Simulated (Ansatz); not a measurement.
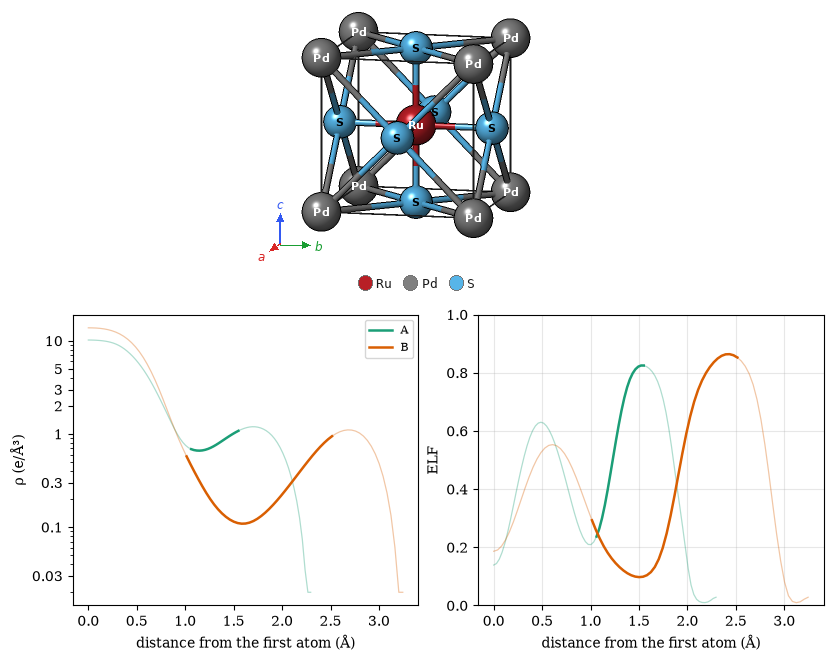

*PdRuS3. Valence electron density and ELF along straight lines between neighbouring atoms. Thin, pale parts lie inside the atomic spheres. The structure is drawn too.*

Space group Pm-3m; started from the cubic perovskite_221 prototype, which need not be the ambient phase; computed without spin polarisation.

Method: Ansatz 0.2.0, DFT PBE, scalar-relativistic, plane waves, PAW.

The density is the valence pseudo-density of a PAW calculation; it isn't the true density close to the nuclei.

```cif
data_structure
_symmetry_space_group_name_H-M 'P 1'
_symmetry_Int_Tables_number 1
_cell_length_a 4.5901
_cell_length_b 4.5901
_cell_length_c 4.5901
_cell_angle_alpha 90.000
_cell_angle_beta 90.000
_cell_angle_gamma 90.000
_cell_volume 96.71
loop_
_atom_site_label
_atom_site_type_symbol
_atom_site_fract_x
_atom_site_fract_y
_atom_site_fract_z
_atom_site_occupancy
Ru1 Ru 0.50000 0.50000 0.50000 1
Pd1 Pd 0.00000 0.00000 0.00000 1
S1 S 0.00000 0.50000 0.50000 1
S2 S 0.50000 0.00000 0.50000 1
S3 S 0.50000 0.50000 0.00000 1
```

Q: Which curve belongs to which contact (Pd–S and Ru–S)? The first atom named is at distance zero.

A: Curve A: Ru–S (2.30 Å): ρ is about 0.66 e/Å³ halfway; the ELF peaks at about 0.85 in the valence shell of S, 0.8 Å from its nucleus, and is about 0.35 at the midpoint. Curve B: Pd–S (3.25 Å): ρ is about 0.11 e/Å³ halfway; the ELF is about 0.10 at the midpoint; no localised pair shows between them.
